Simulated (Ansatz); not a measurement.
**Geometry relaxation, with input and output: Al₂P₂H₈**

System: Al₂P₂H₈.
Method: RKS PBE0-D4/def2-SVP (Ansatz 0.2.0).

The geometry: GFN2-xTB start. Figures and captions count atoms from 1; the log counts them from 0 in places.

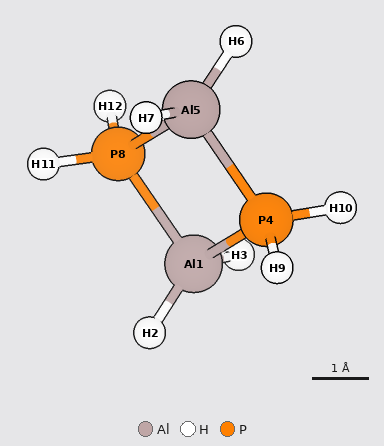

*The starting structure (ball-and-stick view, seen at a tilt; atoms are numbered from 1 in the order of the input). Sticks mark near contacts.*

## Summary

- outcome: converged
- total energy: −31879.6463 eV
- mean-field energy: −31879.3369 eV
- dispersion energy: −0.3094 eV
- HOMO: −7.48 eV
- LUMO: −1.13 eV
- largest force (length of the vector) at the end: 0.004 eV/Å
- dipole moment: 0.00 D
- hardware: 4 threads of Arm Neoverse V2, 23 GiB of memory available, shared host
- wall time: 6 s (CPU time 21 s)
- peak memory: 0.23 GiB

## Input file
```yaml
crystal:
  periodic: [false, false, false]
  atoms:
    - {symbol: Al, position_ang: [-1.660670, -0.163180, -0.661790]}
    - {symbol: H, position_ang: [-2.590710, 1.061930, -0.514920]}
    - {symbol: H, position_ang: [-2.016510, -1.515620, -1.319500]}
    - {symbol: P, position_ang: [-0.529180, -0.561250, 1.467640]}
    - {symbol: Al, position_ang: [1.659200, 0.172800, 0.664380]}
    - {symbol: H, position_ang: [2.570590, -1.067230, 0.517540]}
    - {symbol: H, position_ang: [2.036310, 1.520210, 1.318530]}
    - {symbol: P, position_ang: [0.526020, 0.577820, -1.462950]}
    - {symbol: H, position_ang: [-1.057340, 0.034740, 2.595710]}
    - {symbol: H, position_ang: [-0.586320, -1.843330, 1.976210]}
    - {symbol: H, position_ang: [0.608530, 1.843930, -2.006870]}
    - {symbol: H, position_ang: [1.040070, -0.060810, -2.573980]}
basis:
  gaussian: {orbitals: def2-SVP}
hamiltonian: {xc: pbe0, dispersion: d4}
scf: {lower_state_search: "off"}
output: {orbitals: {seedname: orbitals}}
relax: {f_tol: 0.02, max_steps: 100}
```

Launched with:
```bash
ansatz run in.yaml --threads 4 --pin off --events-out ev --progress --plain --max-ram 3916MiB
```

## Log
```
Functional definition: PBE0
  name "PBE0"
  cite "Adamo & Barone, J. Chem. Phys. 110, 6158 (1999) doi:10.1063/1.478522"
  cite "Perdew, Burke & Ernzerhof, Phys. Rev. Lett. 77, 3865 (1996) doi:10.1103/PhysRevLett.77.3865"
  parent pbe
  parameter a = 0.25
  parameter kappa = 0.804
  parameter beta = 0.06672455060314922
  exchange = (1 - a)*pbe_x(kappa = kappa, mu = beta*pi^2/3) + a*exact_x
  correlation = pbe_c(beta = beta)
these checks for a lower state are left out or cut short: stability, starts, cluster_reference, orbital_swaps, neighbouring_geometries, increment
1133 factors; integrals over basis functions are off by at most 3.8e-4 eV
mean field evaluation 1: about -31878.4363 eV, gradient 1.3e1 eV
mean field evaluation 2: about -31879.0799 eV, gradient 4.8e0 eV
mean field evaluation 4: about -31879.1577 eV, gradient 2.3e-1 eV
mean field evaluation 8: about -31879.1564 eV, gradient 1.6e-3 eV
mean field -31879.15635614 eV, -1171.5373876198 hartree, gradient 1.3e-6 eV, S^2 0.000000; 0 other end points of the search recorded, 0 dependent functions left out
the calculation of the forces begins
reference -31879.15639449 eV, -1171.5373890294 hartree; 32, 32 occupied and 80, 80 virtual orbitals, 1133 factors
relax step   1: F+E_penalty+E_count = -31879.46796534 eV  Δ(F+E_penalty+E_count) = +0.000e0 eV  max|allowed force component| = 9.589e-1 eV/Å  Δτ_max = 0.0000 Å  (12 SCF iters, accepted)
these checks for a lower state are left out or cut short: stability, starts, cluster_reference, orbital_swaps, neighbouring_geometries, increment
1133 factors; integrals over basis functions are off by at most 4.2e-4 eV
mean field evaluation 16: about -31879.2500 eV, gradient 5.7e0 eV
mean field -31879.29349886 eV, -1171.5424275217 hartree, gradient 2.0e-6 eV, S^2 0.000000; 0 other end points of the search recorded, 0 dependent functions left out
the calculation of the forces begins
reference -31879.29353677 eV, -1171.5424289152 hartree; 32, 32 occupied and 80, 80 virtual orbitals, 1133 factors
relax step   2: F+E_penalty+E_count = -31879.60501206 eV  Δ(F+E_penalty+E_count) = -1.370e-1 eV  max|allowed force component| = 2.974e-1 eV/Å  Δτ_max = 0.1490 Å  (16 SCF iters, accepted)
these checks for a lower state are left out or cut short: stability, starts, cluster_reference, orbital_swaps, neighbouring_geometries, increment
1133 factors; integrals over basis functions are off by at most 4.3e-4 eV
mean field -31879.33641878 eV, -1171.5440047999 hartree, gradient 2.2e-6 eV, S^2 0.000000; 0 other end points of the search recorded, 0 dependent functions left out
the calculation of the forces begins
reference -31879.33645672 eV, -1171.5440061942 hartree; 32, 32 occupied and 80, 80 virtual orbitals, 1133 factors
relax step   3: F+E_penalty+E_count = -31879.64499149 eV  Δ(F+E_penalty+E_count) = -3.998e-2 eV  max|allowed force component| = 7.675e-2 eV/Å  Δτ_max = 0.0809 Å  (15 SCF iters, accepted)
these checks for a lower state are left out or cut short: stability, starts, cluster_reference, orbital_swaps, neighbouring_geometries, increment
1133 factors; integrals over basis functions are off by at most 4.3e-4 eV
mean field evaluation 32: about -31879.3368 eV, gradient 2.3e-4 eV
mean field -31879.33681444 eV, -1171.5440193401 hartree, gradient 6.4e-7 eV, S^2 0.000000; 0 other end points of the search recorded, 0 dependent functions left out
the calculation of the forces begins
reference -31879.33685239 eV, -1171.5440207346 hartree; 32, 32 occupied and 80, 80 virtual orbitals, 1133 factors
relax step   4: F+E_penalty+E_count = -31879.64597551 eV  Δ(F+E_penalty+E_count) = -9.840e-4 eV  max|allowed force component| = 3.188e-2 eV/Å  Δτ_max = 0.0078 Å  (13 SCF iters, accepted)
these checks for a lower state are left out or cut short: stability, starts, cluster_reference, orbital_swaps, neighbouring_geometries, increment
1133 factors; integrals over basis functions are off by at most 4.3e-4 eV
mean field -31879.33683041 eV, -1171.5440199269 hartree, gradient 2.3e-6 eV, S^2 0.000000; 0 other end points of the search recorded, 0 dependent functions left out
the calculation of the forces begins
reference -31879.33686836 eV, -1171.5440213215 hartree; 32, 32 occupied and 80, 80 virtual orbitals, 1133 factors
relax step   5: F+E_penalty+E_count = -31879.64621744 eV  Δ(F+E_penalty+E_count) = -2.419e-4 eV  max|allowed force component| = 3.424e-3 eV/Å  Δτ_max = 0.0110 Å  (12 SCF iters, accepted)
```

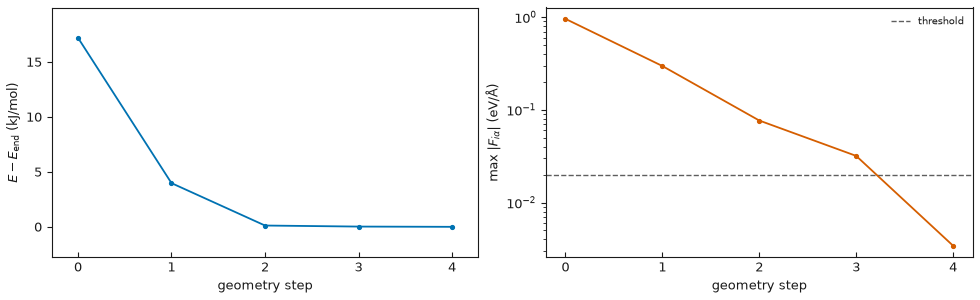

*Progress of the relaxation, step by step (the first geometry is step 0 here and step 1 in the log).*

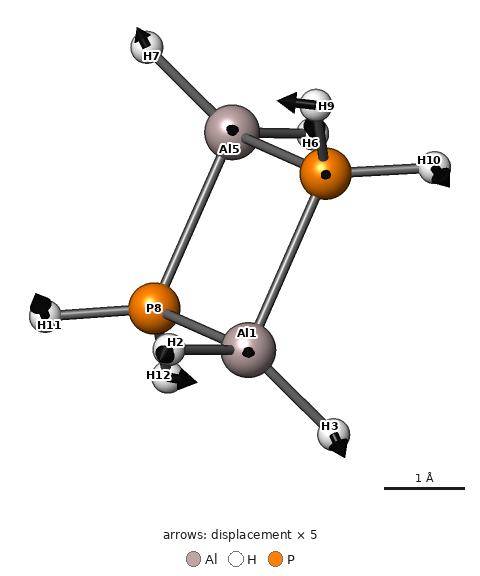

*The starting structure with the displacements as black arrows, magnified 5 times (ball-and-stick view, seen at a tilt). The two geometries are laid on each other by the best rigid fit.*

H9 moves most after the best rigid fit: 0.10 Å. Largest moves by element: H 0.10 Å, Al 0.03 Å, P 0.02 Å. Distances before and after: Al5–H7 1.545 → 1.591 Å, Al1–H2 1.545 → 1.591 Å, P4–H10 1.380 → 1.416 Å, Al1–P4 2.444 → 2.455 Å. Among the angles that change: H9–P4–H10 94.8° → 100.7°, Al5–P4–H9 118.8° → 115.5°, Al1–P4–H9 117.7° → 115.4°. After 4 geometry steps the energy has fallen by 17.2 kJ/mol. Largest force component: 0.96 eV/Å at the start, 0.0034 eV/Å at the end. (Atoms are counted from 1 in the order of the input.)

```
Total energy: -31879.64625539 eV, -1171.5553910852 hartree
Atom 0 at    -1.685085    -0.165776    -0.671185 Å, force    -0.001176    -0.001107    -0.001074 eV/Å
Atom 1 at    -2.651022     1.090367    -0.527759 Å, force     0.000769     0.000757     0.001001 eV/Å
Atom 2 at    -2.068137    -1.552287    -1.351088 Å, force     0.001101    -0.000062     0.000043 eV/Å
Atom 3 at    -0.522935    -0.569731     1.453512 Å, force    -0.001440    -0.000793     0.003424 eV/Å
Atom 4 at     1.684209     0.169752     0.672504 Å, force     0.002283    -0.001311    -0.000177 eV/Å
Atom 5 at     2.652550    -1.084572     0.528927 Å, force    -0.000250    -0.000491     0.000395 eV/Å
Atom 6 at     2.064768     1.556655     1.352966 Å, force    -0.002627     0.000541    -0.000872 eV/Å
Atom 7 at     0.523111     0.568821    -1.453732 Å, force     0.000880     0.002685    -0.003005 eV/Å
Atom 8 at    -1.039519     0.130344     2.570898 Å, force     0.001337     0.000176    -0.002208 eV/Å
Atom 9 at    -0.579432    -1.902045     1.930124 Å, force     0.000023     0.000746    -0.000365 eV/Å
Atom 10 at     0.582257     1.897913    -1.939021 Å, force     0.000345    -0.001225     0.001608 eV/Å
Atom 11 at     1.039225    -0.139430    -2.566146 Å, force    -0.001245     0.000084     0.001231 eV/Å
Dipole moment:     0.000038    -0.000721    -0.000125 e Å
Checks for a lower state left out: stability, starts, cluster_reference, orbital_swaps, neighbouring_geometries, increment
```

## Trajectory as extended XYZ (Å, eV, eV/Å), 5 frames, from step=1 to step=5
```
12
Properties=species:S:1:pos:R:3:forces:R:3 step=1 energy=-31879.46796
Al   -1.6607   -0.1632   -0.6618    0.3619   0.0330   0.1461
H    -2.5907    1.0619   -0.5149   -0.4215   0.5293   0.0518
H    -2.0165   -1.5156   -1.3195   -0.1724  -0.5802  -0.2875
P    -0.5292   -0.5613    1.4676    0.2304   0.2398  -0.6412
Al    1.6592    0.1728    0.6644   -0.3685  -0.0142  -0.1368
H     2.5706   -1.0672    0.5175    0.4081  -0.5250  -0.0562
H     2.0363    1.5202    1.3185    0.1851   0.5878   0.2922
P     0.5260    0.5778   -1.4629   -0.2275  -0.2618   0.6371
H    -1.0573    0.0347    2.5957   -0.2969   0.7097   0.5648
H    -0.5863   -1.8433    1.9762    0.0832  -0.9589   0.0350
H     0.6085    1.8439   -2.0069   -0.0773   0.9577  -0.0504
H     1.0401   -0.0608   -2.5740    0.2953  -0.7172  -0.5550
12
Properties=species:S:1:pos:R:3:forces:R:3 step=2 energy=-31879.60501
Al   -1.7297   -0.1720   -0.6896    0.2974   0.0406   0.1220
H    -2.6843    1.0796   -0.5449   -0.0913   0.0990   0.0066
H    -2.1002   -1.5533   -1.3626   -0.0427  -0.1134  -0.0596
P    -0.5063   -0.5497    1.4068    0.0181   0.0948  -0.0682
Al    1.7269    0.1849    0.6938   -0.2898  -0.0813  -0.1369
H     2.6638   -1.0800    0.5448    0.1047  -0.0926  -0.0048
H     2.1192    1.5610    1.3641    0.0284   0.1146   0.0619
P     0.5057    0.5519   -1.4060   -0.0380  -0.0124   0.1007
H    -1.0195    0.1537    2.5143   -0.1001  -0.0165   0.2176
H    -0.5509   -1.8822    1.8553   -0.0453  -0.1898   0.1985
H     0.5587    1.8776   -1.8767    0.0504   0.1643  -0.1923
H     1.0168   -0.1715   -2.4993    0.1082  -0.0073  -0.2455
12
Properties=species:S:1:pos:R:3:forces:R:3 step=3 energy=-31879.64499
Al   -1.6907   -0.1653   -0.6730    0.0768  -0.0003   0.0272
H    -2.6576    1.0891   -0.5312   -0.0022   0.0110   0.0037
H    -2.0712   -1.5518   -1.3516   -0.0025  -0.0113  -0.0054
P    -0.5257   -0.5678    1.4600    0.0213   0.0353  -0.0614
Al    1.6887    0.1742    0.6758   -0.0739  -0.0118  -0.0313
H     2.6456   -1.0880    0.5310    0.0048  -0.0053  -0.0024
H     2.0818    1.5572    1.3536   -0.0025   0.0146   0.0070
P     0.5245    0.5728   -1.4583   -0.0251  -0.0211   0.0685
H    -1.0512    0.1206    2.5810    0.0116   0.0042  -0.0129
H    -0.5707   -1.9023    1.9309   -0.0045  -0.0074  -0.0040
H     0.5813    1.8993   -1.9513    0.0012  -0.0008   0.0113
H     1.0451   -0.1381   -2.5667   -0.0048  -0.0072  -0.0005
12
Properties=species:S:1:pos:R:3:forces:R:3 step=4 energy=-31879.64598
Al   -1.6877   -0.1665   -0.6724    0.0319   0.0061   0.0139
H    -2.6525    1.0900   -0.5288   -0.0038   0.0034  -0.0001
H    -2.0689   -1.5534   -1.3514   -0.0016  -0.0035  -0.0020
P    -0.5241   -0.5665    1.4555    0.0076   0.0046  -0.0199
Al    1.6860    0.1741    0.6748   -0.0311  -0.0102  -0.0150
H     2.6441   -1.0877    0.5290    0.0059  -0.0002   0.0009
H     2.0756    1.5585    1.3535   -0.0017   0.0055   0.0026
P     0.5231    0.5708   -1.4542   -0.0069  -0.0078   0.0194
H    -1.0462    0.1241    2.5761    0.0018   0.0058  -0.0031
H    -0.5725   -1.9010    1.9264   -0.0011  -0.0034   0.0008
H     0.5818    1.8979   -1.9449   -0.0016   0.0027   0.0036
H     1.0412   -0.1402   -2.5636    0.0008  -0.0031  -0.0013
12
Properties=species:S:1:pos:R:3:forces:R:3 step=5 energy=-31879.64622
Al   -1.6851   -0.1658   -0.6712   -0.0012  -0.0011  -0.0011
H    -2.6510    1.0904   -0.5278    0.0008   0.0008   0.0010
H    -2.0681   -1.5523   -1.3511    0.0011  -0.0001   0.0000
P    -0.5229   -0.5697    1.4535   -0.0014  -0.0008   0.0034
Al    1.6842    0.1698    0.6725    0.0023  -0.0013  -0.0002
H     2.6526   -1.0846    0.5289   -0.0003  -0.0005   0.0004
H     2.0648    1.5567    1.3530   -0.0026   0.0005  -0.0009
P     0.5231    0.5688   -1.4537    0.0009   0.0027  -0.0030
H    -1.0395    0.1303    2.5709    0.0013   0.0002  -0.0022
H    -0.5794   -1.9020    1.9301    0.0000   0.0007  -0.0004
H     0.5823    1.8979   -1.9390    0.0003  -0.0012   0.0016
H     1.0392   -0.1394   -2.5661   -0.0012   0.0001   0.0012
```

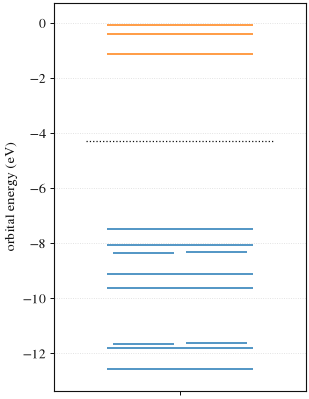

*Orbital energies near the frontier; the dotted line parts filled from empty levels, and levels within 0.02 eV of each other stand side by side.*

Highest filled −7.48 eV, lowest empty −1.13 eV, 6.35 eV apart.
